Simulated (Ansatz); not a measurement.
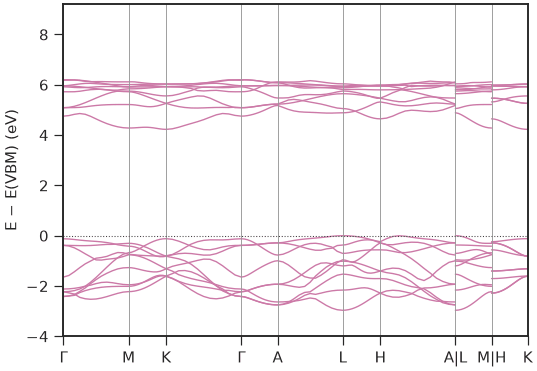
Band structure from r²SCAN (plane waves, PAW; program Ansatz)

### Question
Read off the gap and where the band edges lie.

### Answer
About 4.2 eV (4.23 eV by a search for the band edges); maximum at L, minimum at K.

The material is La2O3 (La2O3 or Ni2Al3 type, P-3m1).

Symmetry was held in the r²SCAN relaxation. Spin–orbit coupling is left out wherever it is not named.

Potentials: the earlier of the program's two PAW sets.
